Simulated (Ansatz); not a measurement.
# Run report: ZrO₂ (charge −1), molecular dynamics

The run: molecular dynamics of ZrO₂, charge −1, multiplicity 2. Method and program: ROKS PBE-d4/def2-SVP (Ansatz 0.2.0).

The geometry comes from this level: PBE-D4/def2-TZVPD. Figures and captions count atoms from 1; the log counts them from 0 in places.

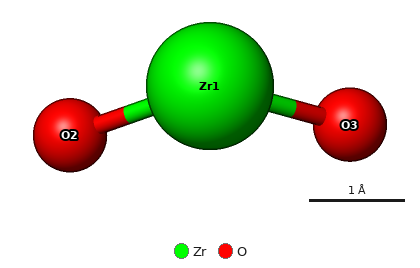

**Figure 1.** The starting structure (ball-and-stick view, seen at an oblique angle; atoms are numbered from 1 in the order of the input). Sticks mark near contacts. Bond lengths as drawn: O–Zr 1.82 Å.

Input
```yaml
crystal:
  periodic: [false, false, false]
  atoms:
    - {symbol: Zr, position_ang: [0.026918, 0.569810, 0.421284]}
    - {symbol: O, position_ang: [1.254478, -0.770160, 0.364678]}
    - {symbol: O, position_ang: [-1.281396, 0.200350, -0.785962]}
basis:
  gaussian: {orbitals: def2-SVP}
total_charge: -1
magnetization: {spin_polarized: false, initial_magnetization: 1}
hamiltonian: {xc: {name: PBE}, dispersion: d4}
md: {timestep: 2 fs, n_steps: 15, ensemble: nve, temperature: 300, initial_velocities: maxwell_boltzmann, seed: 589}
scf: {omitted_lower_state_checks: [starts]}
```

Run as:
```bash
ansatz run in.yaml --threads 4 --pin off --events-out ev --progress --plain --max-ram 3916MiB
```

Log
```
Functional definition: PBE
  name "PBE"
  cite "Perdew, Burke & Ernzerhof, Phys. Rev. Lett. 77, 3865 (1996) doi:10.1103/PhysRevLett.77.3865"
  parent pbe
  parameter kappa = 0.804
  parameter beta = 0.06672455060314922
  exchange = pbe_x(kappa = kappa, mu = beta*pi^2/3)
  correlation = pbe_c(beta = beta)
these checks for a lower state are left out or cut short: starts
564 factors; their error is unknown
mean field evaluation 1: about -5368.9190 eV, gradient 2.6e1 eV
mean field evaluation 2: about -5273.3464 eV, gradient 2.0e2 eV
mean field evaluation 4: about -5370.1705 eV, gradient 5.4e0 eV
mean field evaluation 8: about -5370.2404 eV, gradient 8.1e-2 eV
mean field evaluation 16: about -5368.9045 eV, gradient 2.6e1 eV
mean field -5370.24043732 eV, -197.3526959918 hartree, gradient 5.9e-6 eV, S^2 0.750000; 0 other end points of the search recorded, 0 dependent functions left out
the calculation of the forces begins
reference -5370.24047407 eV, -197.3526973424 hartree; 15, 14 occupied and 44, 45 virtual orbitals, 564 factors
md step     0: t =     0.00 fs  T =   300.0 K  F+E_penalty+E_count = -5370.30859614 eV  E_kin = 0.038778 eV  conserved = -5370.26981814 eV  (29 SCF iters)
these checks for a lower state are left out or cut short: starts, cluster_reference, orbital_swaps, neighbouring_geometries, increment
564 factors; their error is unknown
mean field -5370.23430936 eV, -197.3524707934 hartree, gradient 2.1e-5 eV, S^2 0.750000; 0 other end points of the search recorded, 0 dependent functions left out
[... from here on the field's lines of each further geometry are left out, up to the last ...]
md step     1: t =     2.00 fs  T =   252.7 K  F+E_penalty+E_count = -5370.30228371 eV  E_kin = 0.032660 eV  conserved = -5370.26962332 eV  (33 SCF iters, 3 dispersion substeps)
md step     2: t =     4.00 fs  T =   171.5 K  F+E_penalty+E_count = -5370.29152161 eV  E_kin = 0.022167 eV  conserved = -5370.26935413 eV  (33 SCF iters, 3 dispersion substeps)
md step     3: t =     6.00 fs  T =    87.6 K  F+E_penalty+E_count = -5370.28042643 eV  E_kin = 0.011319 eV  conserved = -5370.26910763 eV  (33 SCF iters, 3 dispersion substeps)
md step     4: t =     8.00 fs  T =    30.0 K  F+E_penalty+E_count = -5370.27283575 eV  E_kin = 0.003882 eV  conserved = -5370.26895387 eV  (34 SCF iters, 3 dispersion substeps)
md step     5: t =    10.00 fs  T =    17.3 K  F+E_penalty+E_count = -5370.27116993 eV  E_kin = 0.002242 eV  conserved = -5370.26892771 eV  (34 SCF iters, 3 dispersion substeps)
md step     6: t =    12.00 fs  T =    52.7 K  F+E_penalty+E_count = -5370.27584706 eV  E_kin = 0.006816 eV  conserved = -5370.26903088 eV  (34 SCF iters, 3 dispersion substeps)
md step     7: t =    14.00 fs  T =   123.8 K  F+E_penalty+E_count = -5370.28524448 eV  E_kin = 0.016009 eV  conserved = -5370.26923568 eV  (34 SCF iters, 3 dispersion substeps)
md step     8: t =    16.00 fs  T =   206.3 K  F+E_penalty+E_count = -5370.29615562 eV  E_kin = 0.026669 eV  conserved = -5370.26948711 eV  (34 SCF iters, 3 dispersion substeps)
md step     9: t =    18.00 fs  T =   270.7 K  F+E_penalty+E_count = -5370.30469261 eV  E_kin = 0.034985 eV  conserved = -5370.26970720 eV  (33 SCF iters, 3 dispersion substeps)
md step    10: t =    20.00 fs  T =   291.9 K  F+E_penalty+E_count = -5370.30753610 eV  E_kin = 0.037726 eV  conserved = -5370.26981013 eV  (33 SCF iters, 3 dispersion substeps)
md step    11: t =    22.00 fs  T =   259.4 K  F+E_penalty+E_count = -5370.30326983 eV  E_kin = 0.033536 eV  conserved = -5370.26973337 eV  (33 SCF iters, 3 dispersion substeps)
md step    12: t =    24.00 fs  T =   184.2 K  F+E_penalty+E_count = -5370.29329120 eV  E_kin = 0.023809 eV  conserved = -5370.26948198 eV  (31 SCF iters, 3 dispersion substeps)
md step    13: t =    26.00 fs  T =    96.6 K  F+E_penalty+E_count = -5370.28164774 eV  E_kin = 0.012493 eV  conserved = -5370.26915484 eV  (33 SCF iters, 3 dispersion substeps)
md step    14: t =    28.00 fs  T =    35.2 K  F+E_penalty+E_count = -5370.27346069 eV  E_kin = 0.004547 eV  conserved = -5370.26891392 eV  (32 SCF iters, 3 dispersion substeps)
the calculation of the forces begins
reference -5370.20342268 eV, -197.3513357288 hartree; 15, 14 occupied and 44, 45 virtual orbitals, 564 factors
these checks for a lower state are left out or cut short: starts
564 factors; their error is unknown
mean field -5370.20338620 eV, -197.3513343881 hartree, gradient 2.1e-5 eV, S^2 0.750000; 0 other end points of the search recorded, 0 dependent functions left out
the calculation of the forces begins
reference -5370.20342268 eV, -197.3513357288 hartree; 15, 14 occupied and 44, 45 virtual orbitals, 564 factors
md step    15: t =    30.00 fs  T =    27.5 K  F+E_penalty+E_count = -5370.27245113 eV  E_kin = 0.003559 eV  conserved = -5370.26889237 eV  (15 SCF iters, 3 dispersion substeps)
```

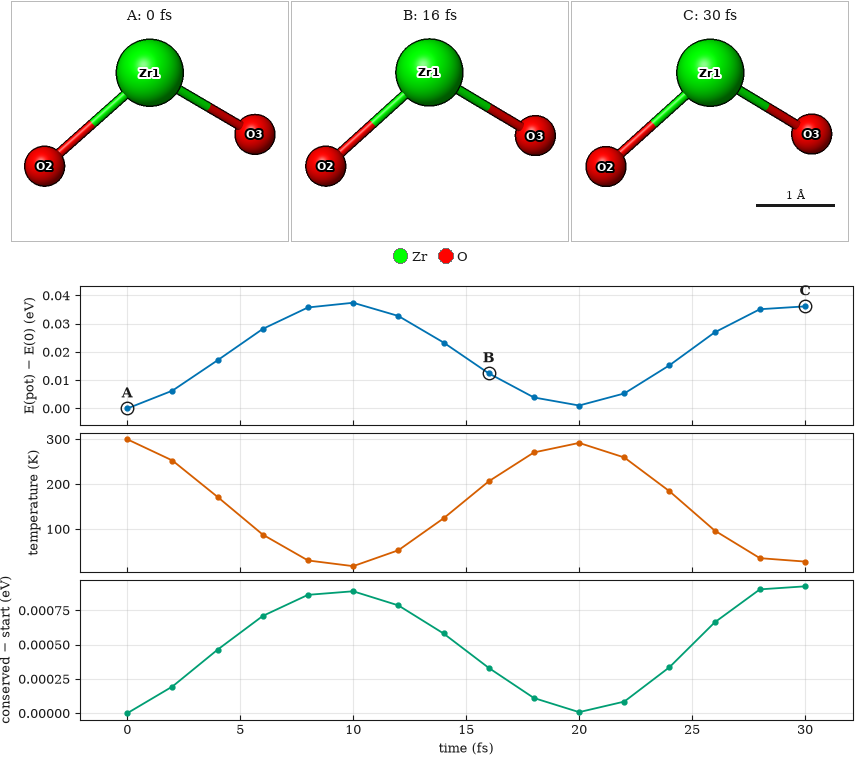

**Figure 2.** Frames of the molecular dynamics (ball-and-stick, seen at a tilt) above the curves, on which the letters mark them. The trajectory kept here has 16 frames over 30 fs. The temperature starts at 300 K, ranges from 17 to 300 K and averages 171 K over the second half. The potential energy ends 0.036 eV above its first value. The conserved quantity stays within 0.00093 eV. After an unweighted best fit of the last frame on the first, the root-mean-square displacement is 0.03 Å.

```
Total energy: -5370.27248761 eV, -197.3538738183 hartree
Atom 0 at     0.022539     0.570824     0.418830 Å, force     1.122354     0.495161     1.161321 eV/Å
Atom 1 at     1.238613    -0.771022     0.352590 Å, force     0.112081    -0.126025    -0.007764 eV/Å
Atom 2 at    -1.240562     0.195432    -0.759882 Å, force    -1.234434    -0.369137    -1.153557 eV/Å
Dipole moment:    -0.027246     0.332877     0.215015 e Å
Checks for a lower state left out: starts
```

Trajectory as extended XYZ (Å, eV, eV/Å), 16 frames, from step=0 to step=15
```
3
Properties=species:S:1:pos:R:3:forces:R:3 step=0 time_fs=0.0 energy=-5370.30860 temperature=300.0
Zr    0.0269    0.5698    0.4213   -0.0079  -0.1680  -0.1242
O     1.2545   -0.7702    0.3647   -0.1426   0.1401  -0.0044
O    -1.2814    0.2004   -0.7860    0.1505   0.0279   0.1286
3
Properties=species:S:1:pos:R:3:forces:R:3 step=1 time_fs=2.0 energy=-5370.30228 temperature=252.7
Zr    0.0284    0.5707    0.4230   -0.3086  -0.3472  -0.4681
O     1.2539   -0.7714    0.3634   -0.1737   0.2006   0.0157
O    -1.2891    0.1964   -0.7943    0.4823   0.1466   0.4524
3
Properties=species:S:1:pos:R:3:forces:R:3 step=2 time_fs=4.0 energy=-5370.29152 temperature=171.5
Zr    0.0297    0.5715    0.4245   -0.5640  -0.4809  -0.7473
O     1.2528   -0.7721    0.3621   -0.1861   0.2367   0.0323
O    -1.2956    0.1928   -0.8015    0.7501   0.2442   0.7150
3
Properties=species:S:1:pos:R:3:forces:R:3 step=3 time_fs=6.0 energy=-5370.28043 temperature=87.6
Zr    0.0308    0.5720    0.4256   -0.7635  -0.5589  -0.9466
O     1.2514   -0.7723    0.3609   -0.1765   0.2437   0.0442
O    -1.3003    0.1898   -0.8070    0.9400   0.3152   0.9024
3
Properties=species:S:1:pos:R:3:forces:R:3 step=4 time_fs=8.0 energy=-5370.27284 temperature=30.0
Zr    0.0315    0.5724    0.4264   -0.9014  -0.5770  -1.0592
O     1.2495   -0.7719    0.3598   -0.1443   0.2200   0.0507
O    -1.3027    0.1876   -0.8104    1.0457   0.3570   1.0084
3
Properties=species:S:1:pos:R:3:forces:R:3 step=5 time_fs=10.0 energy=-5370.27117 temperature=17.3
Zr    0.0319    0.5724    0.4267   -0.9740  -0.5358  -1.0826
O     1.2472   -0.7710    0.3589   -0.0912   0.1672   0.0518
O    -1.3026    0.1862   -0.8113    1.0652   0.3687   1.0308
3
Properties=species:S:1:pos:R:3:forces:R:3 step=6 time_fs=12.0 energy=-5370.27585 temperature=52.7
Zr    0.0319    0.5723    0.4266   -0.9771  -0.4402  -1.0174
O     1.2447   -0.7696    0.3580   -0.0217   0.0901   0.0478
O    -1.2999    0.1857   -0.8097    0.9988   0.3501   0.9696
3
Properties=species:S:1:pos:R:3:forces:R:3 step=7 time_fs=14.0 energy=-5370.28524 temperature=123.8
Zr    0.0314    0.5719    0.4261   -0.9061  -0.2986  -0.8662
O     1.2422   -0.7680    0.3573    0.0579  -0.0035   0.0394
O    -1.2948    0.1861   -0.8058    0.8482   0.3021   0.8268
3
Properties=species:S:1:pos:R:3:forces:R:3 step=8 time_fs=16.0 energy=-5370.29616 temperature=206.3
Zr    0.0306    0.5715    0.4251   -0.7571  -0.1233  -0.6348
O     1.2398   -0.7665    0.3567    0.1391  -0.1033   0.0278
O    -1.2877    0.1872   -0.7998    0.6180   0.2266   0.6070
3
Properties=species:S:1:pos:R:3:forces:R:3 step=9 time_fs=18.0 energy=-5370.30469 temperature=270.7
Zr    0.0294    0.5710    0.4239   -0.5305   0.0702  -0.3344
O     1.2378   -0.7652    0.3561    0.2125  -0.1976   0.0144
O    -1.2791    0.1888   -0.7925    0.3181   0.1274   0.3200
3
Properties=species:S:1:pos:R:3:forces:R:3 step=10 time_fs=20.0 energy=-5370.30754 temperature=291.9
Zr    0.0281    0.5705    0.4226   -0.2353   0.2628   0.0150
O     1.2363   -0.7644    0.3556    0.2683  -0.2740   0.0009
O    -1.2697    0.1907   -0.7843   -0.0330   0.0112  -0.0160
3
Properties=species:S:1:pos:R:3:forces:R:3 step=11 time_fs=22.0 energy=-5370.30327 temperature=259.4
Zr    0.0266    0.5701    0.4213    0.1067   0.4330   0.3825
O     1.2354   -0.7642    0.3551    0.2986  -0.3216  -0.0107
O    -1.2604    0.1927   -0.7762   -0.4053  -0.1113  -0.3718
3
Properties=species:S:1:pos:R:3:forces:R:3 step=12 time_fs=24.0 energy=-5370.29329 temperature=184.2
Zr    0.0252    0.5699    0.4201    0.4595   0.5581   0.7261
O     1.2352   -0.7648    0.3545    0.2977  -0.3320  -0.0187
O    -1.2521    0.1944   -0.7690   -0.7573  -0.2261  -0.7074
3
Properties=species:S:1:pos:R:3:forces:R:3 step=13 time_fs=26.0 energy=-5370.28165 temperature=96.6
Zr    0.0239    0.5700    0.4192    0.7764   0.6178   0.9974
O     1.2358   -0.7662    0.3539    0.2640  -0.3012  -0.0214
O    -1.2456    0.1955   -0.7635   -1.0403  -0.3165  -0.9760
3
Properties=species:S:1:pos:R:3:forces:R:3 step=14 time_fs=28.0 energy=-5370.27346 temperature=35.2
Zr    0.0230    0.5703    0.4188    1.0093   0.5979   1.1520
O     1.2369   -0.7683    0.3533    0.1999  -0.2304  -0.0178
O    -1.2416    0.1959   -0.7603   -1.2092  -0.3675  -1.1341
3
Properties=species:S:1:pos:R:3:forces:R:3 step=15 time_fs=30.0 energy=-5370.27245 temperature=27.5
Zr    0.0225    0.5708    0.4188    1.1224   0.4952   1.1613
O     1.2386   -0.7710    0.3526    0.1121  -0.1260  -0.0078
O    -1.2406    0.1954   -0.7599   -1.2344  -0.3691  -1.1536
```

Summary

| quantity | value |
| --- | --- |
| outcome | finished |
| mean temperature over the second half | 171 K |
| trajectory | 15 steps, 30 fs |
| ensemble | nve |
| temperature in the input | 300 K |
| time step | 2 fs |
| potential energy (last step) | −5370.2725 eV |
| mean-field energy (last step) | −5370.2034 eV |
| dispersion energy (last step) | −0.0691 eV |
| ⟨S²⟩ (last step) | 0.750 |
| SCF solution under orbital rotations (last step) | stable |
| largest force (length of the vector) (last step) | 1.729 eV/Å |
| hardware | 4 threads of Arm Neoverse N1, 23 GiB of memory available, shared host |
| wall time | 20 s (CPU time 71 s) |
| peak memory | 0.14 GiB |

Remarks

So short a trajectory is not equilibrated.
